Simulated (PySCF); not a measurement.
**CCSD(T)/STO-3G run of BSiPH5Cl (SMILES [SiH3]PBCl)**

Aim: the vertical ionisation energy of BSiPH5Cl at CCSD(T)/STO-3G, from 2 runs. The job is set up through a Python script.

The results are computed with PySCF 2.14.0.

## 1. The molecule

BSiPH5Cl has 9 atoms, charge 0, and is taken as a singlet. As SMILES, `[SiH3]PBCl`. The coordinates come from a GFN2-xTB relaxation. This is one conformer, not always the lowest.

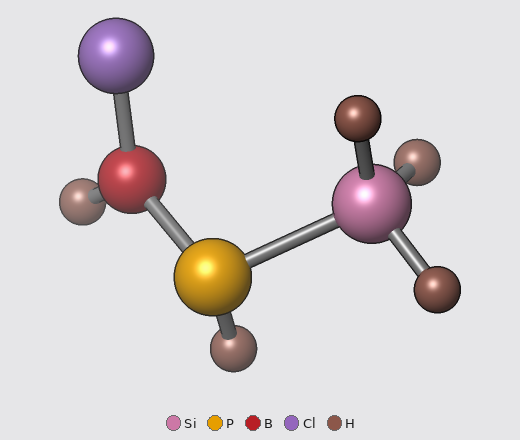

Viewed from a chosen angle; silicon pink, phosphorus amber, boron red, chlorine purple, hydrogen brown.

## 2. A single-point energy at CCSD(T)/STO-3G

start.xyz

```xyz
9

Si    -0.658860     0.617430    -1.200950
P      0.299070    -1.104550    -0.150170
B      0.940980    -0.450060     1.455940
Cl     2.033210     0.862250     1.437850
H     -1.343370     0.009620    -2.339890
H     -1.620790     1.340360    -0.361030
H      0.426310     1.505340    -1.609960
H     -0.806150    -1.799660     0.287260
H      0.729600    -0.980730     2.480950
```

run.py

```python
from pyscf import gto, cc

mol = gto.M(
    atom='start.xyz',
    basis='sto-3g',
    max_memory=1860,
    verbose=3,
    charge=0,
)

mf = mol.RHF()
mf.conv_tol = 1e-10
mf.kernel()
if not mf.converged:
    mf = mf.newton().run(mf.mo_coeff, mf.mo_occ)

mycc = cc.CCSD(mf, frozen=16)
mycc.kernel()
e_t = mycc.ccsd_t()
etot = mycc.e_tot + e_t
print('E(%s) = %.9f' % ('CCSD(T)', etot))
```

Started as:

```sh
$ OMP_NUM_THREADS=1 python run.py
```

What it wrote:

```text
converged SCF energy = -1104.43464197952
E(CCSD) = -1104.594296874899  E_corr = -0.1596548953810374
CCSD(T) correction = -0.00300762392812211
E(CCSD(T)) = -1104.597304499
```

It took 1.2 s on 1 thread of Arm Neoverse V1, shared host; peak memory 0.12 GiB.

## 3. The doublet cation, same level

input.py

```python
from pyscf import gto, cc

molecule = gto.Mole()
molecule.atom = [
    ('Si', (-0.658860, 0.617430, -1.200950)),
    ('P', (0.299070, -1.104550, -0.150170)),
    ('B', (0.940980, -0.450060, 1.455940)),
    ('Cl', (2.033210, 0.862250, 1.437850)),
    ('H', (-1.343370, 0.009620, -2.339890)),
    ('H', (-1.620790, 1.340360, -0.361030)),
    ('H', (0.426310, 1.505340, -1.609960)),
    ('H', (-0.806150, -1.799660, 0.287260)),
    ('H', (0.729600, -0.980730, 2.480950)),
]
molecule.basis = 'sto-3g'
molecule.max_memory = 1860
molecule.spin = 1
molecule.charge = 1
molecule.verbose = 4
molecule.build()

mf = molecule.UHF()
mf.conv_tol = 1e-10
mf.kernel()
if not mf.converged:
    mf = mf.newton().run(mf.mo_coeff, mf.mo_occ)

mycc = cc.CCSD(mf, frozen=16)
mycc.kernel()
e_t = mycc.ccsd_t()
energy = mycc.e_tot + e_t
print('E = %.10f Eh' % energy)
```

Started as:

```sh
$ OMP_NUM_THREADS=1 python input.py
```

What it wrote:

```text
PySCF version 2.14.0

[INPUT] num. atoms = 9
[INPUT] num. electrons = 55
[INPUT] charge = 1
[INPUT] spin (= nelec alpha-beta = 2S) = 1
[INPUT] symmetry False subgroup None
[INPUT] Mole.unit = angstrom
[INPUT] Symbol           X                Y                Z      unit          X                Y                Z       unit  Magmom
[INPUT]  1 Si    -0.658860000000   0.617430000000  -1.200950000000 AA   -1.245064954431   1.166773601090  -2.269466589296 Bohr   0.0
[INPUT]  2 P      0.299070000000  -1.104550000000  -0.150170000000 AA    0.565160392074  -2.087296990888  -0.283780172126 Bohr   0.0
[INPUT]  3 B      0.940980000000  -0.450060000000   1.455940000000 AA    1.778194488693  -0.850490139622   2.751327853799 Bohr   0.0
[INPUT]  4 Cl     2.033210000000   0.862250000000   1.437850000000 AA    3.842210053727   1.629416350906   2.717142708206 Bohr   0.0
[INPUT]  5 H     -1.343370000000   0.009620000000  -2.339890000000 AA   -2.538601383957   0.018179165318  -4.421751261609 Bohr   0.0
[INPUT]  6 H     -1.620790000000   1.340360000000  -0.361030000000 AA   -3.062849205434   2.532913308322  -0.682247822752 Bohr   0.0
[INPUT]  7 H      0.426310000000   1.505340000000  -1.609960000000 AA    0.805609144163   2.844680324353  -3.042383471505 Bohr   0.0
[INPUT]  8 H     -0.806150000000  -1.799660000000   0.287260000000 AA   -1.523402715318  -3.400864517335   0.542842726543 Bohr   0.0
[INPUT]  9 H      0.729600000000  -0.980730000000   2.480950000000 AA    1.378744180483  -1.853311102145   4.688316028740 Bohr   0.0

nuclear repulsion = 241.724001698002
number of shells = 23
number of NR pGTOs = 111
number of NR cGTOs = 37
basis = sto-3g
ecp = {}

[... 71 lines left out ...]
  HOMO = -0.567887840214  LUMO = -0.179462519181  gap/eV = 10.56959
Extra cycle  E= -1104.21422505072  delta_E= -1.14e-12  |g|= 7.87e-07  |ddm|= 2.88e-06
converged SCF energy = -1104.21422505072  <S^2> = 0.75657926  2S+1 = 2.0065685

******** <class 'pyscf.cc.uccsd.UCCSD'> ********
CC2 = 0
CCSD nocc = (np.int64(12), np.int64(11)), nmo = (21, 21)
frozen orbitals 16
max_cycle = 50
direct = 0
conv_tol = 1e-07
conv_tol_normt = 1e-06
diis_space = 6
diis_start_cycle = 0
diis_start_energy_diff = 1e+09
Init t2, MP2 energy = -0.113631988697208
Init E_corr(UCCSD) = -0.113631988697969
cycle = 1  E_corr(UCCSD) = -0.140071928970847  dE = -0.0264399403  norm(t1,t2) = 0.0898053
cycle = 2  E_corr(UCCSD) = -0.150596551159259  dE = -0.0105246222  norm(t1,t2) = 0.0347991
cycle = 3  E_corr(UCCSD) = -0.156666512056749  dE = -0.0060699609  norm(t1,t2) = 0.0196209
cycle = 4  E_corr(UCCSD) = -0.157419236085391  dE = -0.000752724029  norm(t1,t2) = 0.00727144
cycle = 5  E_corr(UCCSD) = -0.157164059756031  dE = 0.000255176329  norm(t1,t2) = 0.00462991
cycle = 6  E_corr(UCCSD) = -0.157216515658579  dE = -5.24559025e-05  norm(t1,t2) = 0.00193658
cycle = 7  E_corr(UCCSD) = -0.157221573766424  dE = -5.05810785e-06  norm(t1,t2) = 0.000970193
cycle = 8  E_corr(UCCSD) = -0.15723452489781  dE = -1.29511314e-05  norm(t1,t2) = 0.000526649
cycle = 9  E_corr(UCCSD) = -0.157234670537811  dE = -1.45640001e-07  norm(t1,t2) = 0.000322932
cycle = 10  E_corr(UCCSD) = -0.157234434061724  dE = 2.36476087e-07  norm(t1,t2) = 0.000148839
cycle = 11  E_corr(UCCSD) = -0.157233014492387  dE = 1.41956934e-06  norm(t1,t2) = 6.51988e-05
cycle = 12  E_corr(UCCSD) = -0.15723146699868  dE = 1.54749371e-06  norm(t1,t2) = 3.24576e-05
cycle = 13  E_corr(UCCSD) = -0.157231021060291  dE = 4.45938388e-07  norm(t1,t2) = 1.62547e-05
cycle = 14  E_corr(UCCSD) = -0.157231002314737  dE = 1.87455542e-08  norm(t1,t2) = 8.84496e-06
cycle = 15  E_corr(UCCSD) = -0.157231008159188  dE = -5.84445056e-09  norm(t1,t2) = 5.16492e-06
cycle = 16  E_corr(UCCSD) = -0.157230964941153  dE = 4.32180352e-08  norm(t1,t2) = 2.88637e-06
cycle = 17  E_corr(UCCSD) = -0.157230887881414  dE = 7.70597388e-08  norm(t1,t2) = 1.75927e-06
cycle = 18  E_corr(UCCSD) = -0.157230845934746  dE = 4.19466682e-08  norm(t1,t2) = 1.02043e-06
cycle = 19  E_corr(UCCSD) = -0.157230840298513  dE = 5.63623212e-09  norm(t1,t2) = 5.54191e-07
UCCSD converged
E(UCCSD) = -1104.371455891014  E_corr = -0.1572308402985134
UCCSD(T) correction = -0.00329368433999466
E = -1104.3747495754 Eh
```

Run time: 1.7 s. Hardware: 1 thread of Arm Neoverse V1, shared host; peak memory 0.13 GiB.

## 4. What came out

Level: CCSD(T)/STO-3G, 16 core orbitals frozen.

```
                                                                  quantity           value
                                            singlet BSiPH5Cl: total energy  -1104.59730 Eh
                    singlet BSiPH5Cl: dipole moment (Hartree–Fock density)          2.28 D
                     singlet BSiPH5Cl: HOMO energy (Hartree–Fock orbitals)        -7.18 eV
                     singlet BSiPH5Cl: LUMO energy (Hartree–Fock orbitals)         6.05 eV
                   singlet BSiPH5Cl: HOMO–LUMO gap (Hartree–Fock orbitals)        13.23 eV
            singlet BSiPH5Cl: correlation energy (16 core orbitals frozen)      -162.7 mEh
                                          singlet BSiPH5Cl: (T) correction       -3.01 mEh
                                           singlet BSiPH5Cl: T1 diagnostic           0.015
                                              doublet cation: total energy  -1104.37475 Eh
doublet cation: HOMO energy (Hartree–Fock orbitals) (highest over α and β)       -15.45 eV
 doublet cation: LUMO energy (Hartree–Fock orbitals) (lowest over α and β)        -4.88 eV
              doublet cation: correlation energy (16 core orbitals frozen)      -160.5 mEh
                                            doublet cation: (T) correction       -3.29 mEh
                         doublet cation: ⟨S²⟩ of the reference determinant           0.757
                                             doublet cation: T1 diagnostic           0.018
                        vertical ionisation energy (to the doublet cation)        6.056 eV
```

What this shows: The vertical ionisation energy comes to 6.06 eV (584 kJ/mol). In a minimal basis such a difference can be off by several eV, whatever the method. The triples (singlet BSiPH5Cl) make up 1.8 % of the correlation energy. The triples (doublet cation) make up 2.1 % of the correlation energy.
